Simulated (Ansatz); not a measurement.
**C2H4AlF2NO: density, localisation and related maps**

Input file:

```
crystal:
  periodic: [false, false, false]
  atoms:
    - { symbol: "N", position_ang: [0.348, -1.6065, 2.1222] }
    - { symbol: Al, position_ang: [0.7248, -0.327, 0.7192] }
    - { symbol: C, position_ang: [0.0684, -0.1892, -1.1359] }
    - { symbol: C, position_ang: [-0.0615, 1.3, -0.8689] }
    - { symbol: F, position_ang: [0.5842, 2.0688, -1.7671] }
    - { symbol: F, position_ang: [-1.4828, 1.6201, -0.9281] }
    - { symbol: O, position_ang: [0.3725, 1.4664, 0.448] }
    - { symbol: H, position_ang: [1.48927, -1.40227, 1.51355] }
    - { symbol: H, position_ang: [-0.2283, -1.0113, 2.8761] }
    - { symbol: H, position_ang: [-0.8309, -0.7578, -1.292] }
    - { symbol: H, position_ang: [0.8935, -0.3794, -1.8451] }
basis:
  gaussian: { orbitals: def2-SVP }
hamiltonian:
  xc: b3lyp
  dispersion: d4
relax:
  f_tol: 0.02
  max_steps: 50
output:
  orbitals: {}
```

Run with:

```sh
ansatz run input.yaml --threads 2 --pin off --max-ram 3072MiB --backend cpu --events-out ev --progress --plain --runs-dir out
```

The fields are those of the run's last geometry, not of the input's.

These are results of RKS B3LYP-D4/def2-SVP (Ansatz), not measurements.

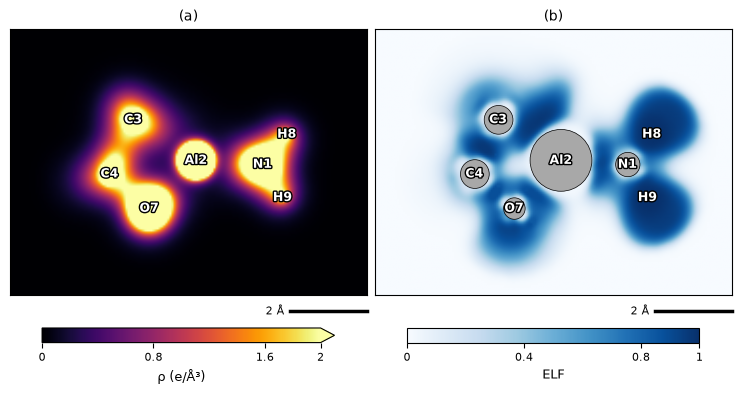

Figure 1. (a) electron density; (b) electron localisation function on the plane of atoms Al2, N1 and H9. Grey discs cover the atomic cores in the ELF map.

Describe what can be read from this map.

The plane passes through N, Al, C, O and H nuclei. C–O (1.38 Å): ρ at the midpoint is about 2.3 e/Å³, with its minimum of 2.1 e/Å³ about 0.5 Å from C; the ELF peaks at about 0.90 between the atoms (a shared but strongly polarised pair). C–C (1.55 Å): the density is about 1.6 e/Å³ at the midpoint; the ELF peaks at about 0.95 between the atoms, as expected for localised, covalent bonding. Al–N (1.76 Å): the density is about 0.85 e/Å³ at the midpoint; the ELF peaks at about 0.90 between the atoms (a polar covalent bond). Al–O (1.76 Å): the density is about 0.77 e/Å³ at the midpoint; the ELF peaks at about 0.90 in the valence shell of O, 0.7 Å from its nucleus, and is about 0.35 at the midpoint. C–Al (1.95 Å): ρ at the midpoint is about 0.69 e/Å³; the ELF peaks at about 0.95 between the atoms; a polar covalent bond. The ELF also peaks beside O7, away from the bonds: lone-pair regions.

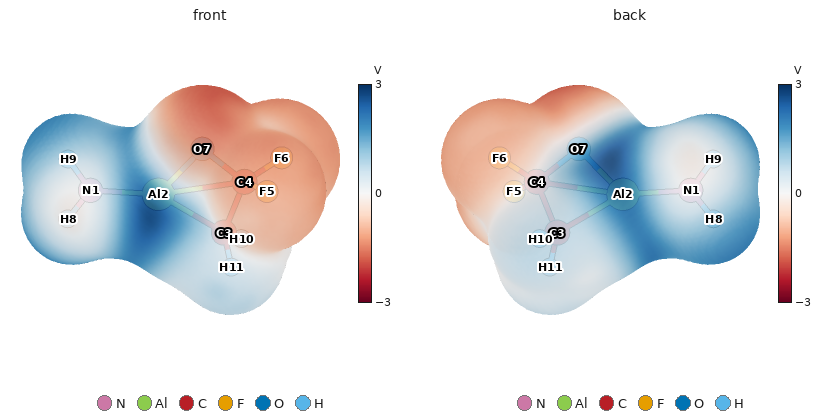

Figure 2. The electrostatic potential painted on the density surface at 0.002 e/bohr³, seen from the front and from behind; the colour scale runs from red (negative) to blue (positive).

Which sites attract a positive test charge, and which a negative one?

A positive charge is drawn to the negative regions and a negative charge to the positive ones. The most negative region (about −1.8 V) lies over O7, the most positive (about +2.7 V) over Al2. O7 is the likeliest acceptor of a hydrogen bond.

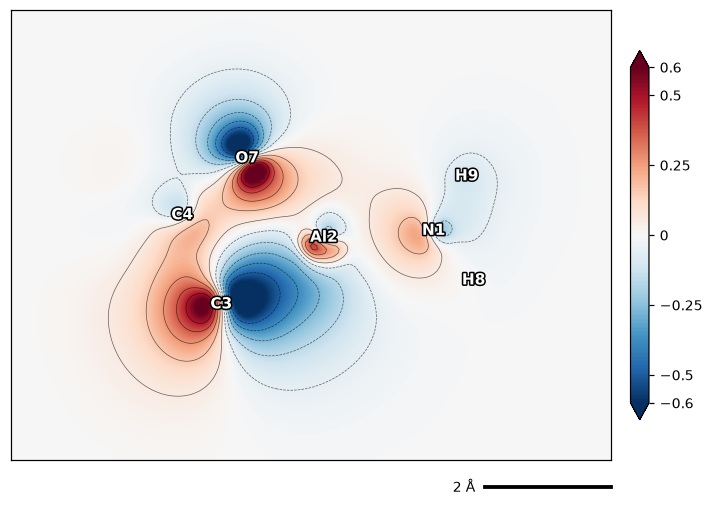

Figure 3. The HOMO−1 on the plane of atoms H8, N1 and H9 (values in Å⁻³ᐟ²; the overall sign is arbitrary).

Where does this orbital lie, and at what energy?

It lies mainly on C3 (about 40 %), Al2 (about 20 %) and O7 (about 15 %). Its energy is −7.90 eV.
